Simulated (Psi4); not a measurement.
**B3LYP/may-cc-pVTZ (sweep point 7) run of [SiPH4]− (SMILES [SiH2-]P)**

What is the vertical ionisation energy of [SiPH4]− at B3LYP/may-cc-pVTZ (sweep point 7)? 

Program for the calculation: Psi4 1.11.

## Step 1: Starting point

The species is [SiPH4]− (6 atoms), meant as a singlet with charge -1. As SMILES, `[SiH2-]P`. Geometry: relaxed at GFN2-xTB. This is one conformer, not always the lowest.

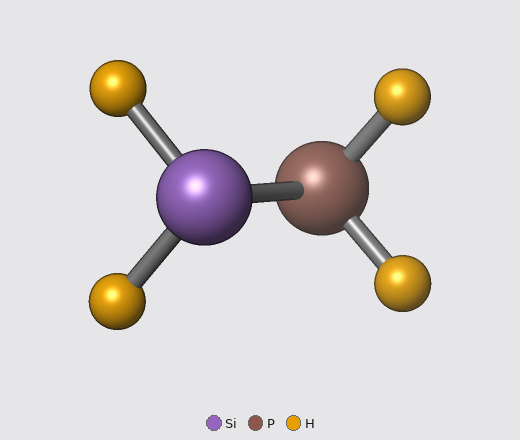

Viewed from a chosen angle; silicon purple, phosphorus brown, hydrogen amber.

## Step 2: The energy at B3LYP/may-cc-pVTZ (sweep point 7)

input.inp reads:

```
memory 1.6 GB

molecule mol {
  -1 1
  Si     0.357650    -1.019850    -0.132620
  P     -0.355230     1.071380     0.132600
  H     -0.387090    -1.600590     1.036860
  H     -0.642080    -1.408110    -1.185860
  H      0.407400     1.565440    -0.899820
  H      0.619350     1.391730     1.048840
  symmetry c1
}

set basis may-cc-pVTZ
set reference rks
set puream true
set scf_type pk
set dft_radial_points 99
set dft_spherical_points 590

energy_value = energy('b3lyp')
print_variables()
```

Launch:

```bash
psi4 -n 1 input.inp input.out
```

input.out:

```text
[...]
  Running in c1 symmetry.
[...]
  Nuclear repulsion =   83.574544087149334
[...]
  Multiplicity = 1
[...]
  Nalpha       = 17
  Nbeta        = 17
[...]
    Number of basis functions: 132
[...]
   @RKS iter   1:  -633.10277898933111   -1.81815e-01   4.34303e-03 ADIIS/DIIS
[...]
   @RKS iter   8:  -633.31760933228520   -1.21767e-07   6.44885e-07 DIIS
[...]
    Orbital Energies [Eh]
    ---------------------
    Doubly Occupied:
       1A    -76.884626     2A    -65.896106     3A     -6.352470
       4A     -5.041491     5A     -4.515095     6A     -4.513075
       7A     -4.510341     8A     -3.400872     9A     -3.399848
      10A     -3.397226    11A     -0.466142    12A     -0.295465
      13A     -0.218287    14A     -0.131399    15A     -0.124998
      16A     -0.094789    17A      0.009140
[...]
  @RKS Final Energy:  -633.31760933228520
   => Energetics <=
    Nuclear Repulsion Energy =             83.5745440871493344
    One-Electron Energy =               -1048.9889800706519054
    Two-Electron Energy =                 369.0594718155773535
    DFT Exchange-Correlation Energy =     -36.9626451643599268
    Empirical Dispersion Energy =           0.0000000000000000
    VV10 Nonlocal Energy =                  0.0000000000000000
    Total Energy =                       -633.3176093322852012
[...]
 Multipole Moments:
 ------------------------------------------------------------------------------------
     Multipole            Electronic (a.u.)      Nuclear  (a.u.)        Total (a.u.)
 ------------------------------------------------------------------------------------
 L = 1.  Multiply by 2.5417464519 to convert [e a0] to [Debye]
 Dipole X            :         -0.6958487            0.3776105           -0.3182382
 Dipole Y            :          2.3992967           -1.2645816            1.1347151
 Dipole Z            :          0.2799396           -0.1428416            0.1370980
 Magnitude           :                                                    1.1864441
[...]
```

Wall time 27 s (1 thread of Intel Xeon Platinum 8488C (Sapphire Rapids), shared host); peak memory 1.1 GiB.

## Step 3: Doublet neutral SiPH4, same level

h4psi.inp reads:

```
memory 1600 mb

molecule geom {
  0 2
  Si     0.357650    -1.019850    -0.132620
  P     -0.355230     1.071380     0.132600
  H     -0.387090    -1.600590     1.036860
  H     -0.642080    -1.408110    -1.185860
  H      0.407400     1.565440    -0.899820
  H      0.619350     1.391730     1.048840
  symmetry c1
}

set globals {
  basis may-cc-pVTZ
  reference uks
  puream true
  scf_type pk
  dft_radial_points 99
  dft_spherical_points 590
  maxiter 150
}

energy("b3lyp")
```

Launch:

```bash
psi4 h4psi.inp h4psi.out -n 1
```

h4psi.out:

```text
[...]
  Running in c1 symmetry.
[...]
  Nuclear repulsion =   83.574544087149334
[...]
  Multiplicity = 2
[...]
  Nalpha       = 17
  Nbeta        = 16
[...]
    Number of basis functions: 132
[...]
   @UKS iter   1:  -633.15228340831584   -2.31319e-01   3.35976e-03 DIIS/ADIIS
[...]
   @UKS iter   8:  -633.25470103027658   -1.98616e-07   9.00091e-07 DIIS
[...]
   @S^2 Observed:                7.542672064E-01
[...]
    Orbital Energies [Eh]
    ---------------------
    Alpha Occupied:
       1A    -77.087391     2A    -66.145573     3A     -6.554500
       4A     -5.289247     5A     -4.716014     6A     -4.715499
       7A     -4.713774     8A     -3.650764     9A     -3.646225
      10A     -3.645900    11A     -0.664952    12A     -0.516002
      13A     -0.407431    14A     -0.334992    15A     -0.331787
      16A     -0.306060    17A     -0.235124
    Alpha Virtual:
      18A     -0.017020    19A     -0.003084    20A      0.008236
      21A      0.023579    22A      0.026511    23A      0.028000
      24A      0.033869    25A      0.038858    26A      0.056502
[...]
  @UKS Final Energy:  -633.25470103027658
   => Energetics <=
    Nuclear Repulsion Energy =             83.5745440871493344
    One-Electron Energy =               -1041.8560839377819320
    Two-Electron Energy =                 361.8103416162687154
    DFT Exchange-Correlation Energy =     -36.7835027959126393
    Empirical Dispersion Energy =           0.0000000000000000
    VV10 Nonlocal Energy =                  0.0000000000000000
    Total Energy =                       -633.2547010302765784
[...]
 Multipole Moments:
 ------------------------------------------------------------------------------------
     Multipole            Electronic (a.u.)      Nuclear  (a.u.)        Total (a.u.)
 ------------------------------------------------------------------------------------
 L = 1.  Multiply by 2.5417464519 to convert [e a0] to [Debye]
 Dipole X            :          0.0090385            0.3776105            0.3866491
 Dipole Y            :          1.3925082           -1.2645816            0.1279266
 Dipole Z            :          0.1104351           -0.1428416           -0.0324065
 Magnitude           :                                                    0.4085497
[...]
```

Wall time 35 s (1 thread of Intel Xeon Platinum 8488C (Sapphire Rapids), shared host); peak memory 1.1 GiB.

## Step 4: Summary of results

At B3LYP/may-cc-pVTZ (sweep point 7):

| quantity | value |
| --- | --- |
| singlet [SiPH4]−: total energy | -633.31761 Eh |
| singlet [SiPH4]−: HOMO energy | 0.25 eV |
| singlet [SiPH4]−: LUMO energy | 3.13 eV |
| singlet [SiPH4]−: HOMO–LUMO gap (to an unbound level, set by the basis) | 2.88 eV |
| doublet neutral SiPH4: total energy | -633.25470 Eh |
| doublet neutral SiPH4: dipole moment | 1.04 D |
| doublet neutral SiPH4: HOMO energy (highest over α and β) | -6.40 eV |
| doublet neutral SiPH4: LUMO energy (lowest over α and β) | -3.73 eV |
| doublet neutral SiPH4: ⟨S²⟩ | 0.754 |
| vertical detachment energy (to the doublet neutral) | 1.712 eV |

What this shows: The vertical ionisation energy comes to 1.71 eV (39 kcal/mol). −ε(HOMO) before ionisation, -0.25 eV, is 1.96 eV below this ionisation energy. The HOMO (singlet [SiPH4]−) lies at positive energy, 0.25 eV; only total energies tell whether the electron is bound.
